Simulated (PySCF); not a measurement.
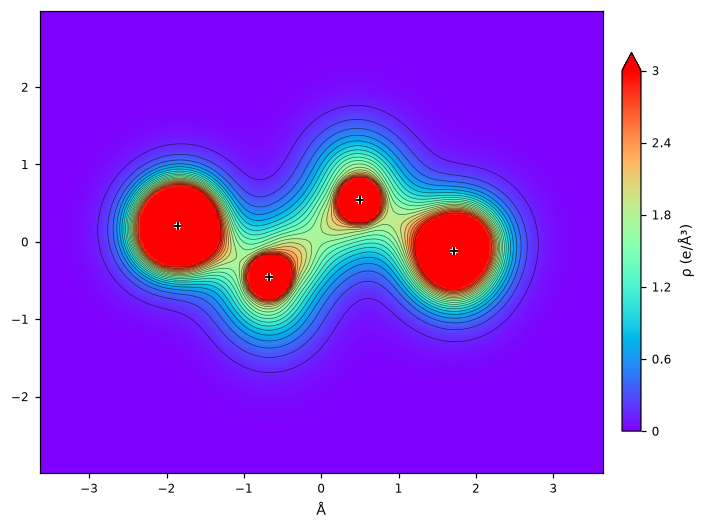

The total electron density on a plane through atoms (crosses mark nuclei in the plane).

Computed with PySCF 2.14.0, PBE0/pcSseg-1, SCF density, gas phase, non-relativistic.

Candidates:
A. C3H9PSi (SMILES P[SiH2]C1CC1)
B. C4HFNPS (SMILES N#Cc1scpc1F)
C. C2H4F2O (SMILES OCC(F)F)

Question: Which system is this?

Answer: Candidate C: C2H4F2O on the plane of atoms C2, C3 and F5, which holds O, C and F. C–F (1.35 Å): ρ at the midpoint is about 2.3 e/Å³, with its minimum of 1.8 e/Å³ about 0.5 Å from C. C–O (1.40 Å): the density is about 2.1 e/Å³ at the midpoint, with its minimum of 1.8 e/Å³ about 0.5 Å from C.
